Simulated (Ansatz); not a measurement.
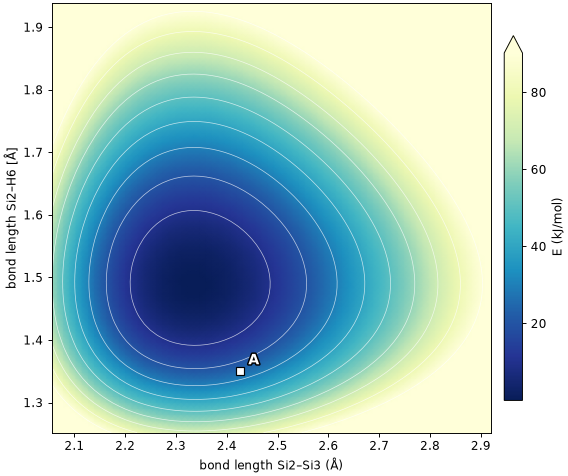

Cl₃H₃Si₂, SMILES Cl[SiH2][SiH](Cl)Cl. Coordinates scanned: (1) bond length Si2–Si3; (2) bond length Si2–H6. Nothing is relaxed (all other coordinates rigid). The grid has 15 × 15 points. Energies are in kJ/mol, from the relaxed molecule at the same level. Theory: Ansatz 0.2.0, RKS PBE0-D4/def2-SVP.

The picture shows a smooth colour map with a few white contour lines, one colour for all values above the top of the scale, the point A. Between grid points the surface is interpolated.

Which way does the force act at A, and how strong is it?

Answer. A, at bond length Si2–Si3 = 2.426 Å, bond length Si2–H6 = 1.350 Å, is not a stationary point. The computed force is 81 kJ/mol for each Å towards smaller values of bond length Si2–Si3 and 340 kJ/mol for each Å towards larger values of bond length Si2–H6.
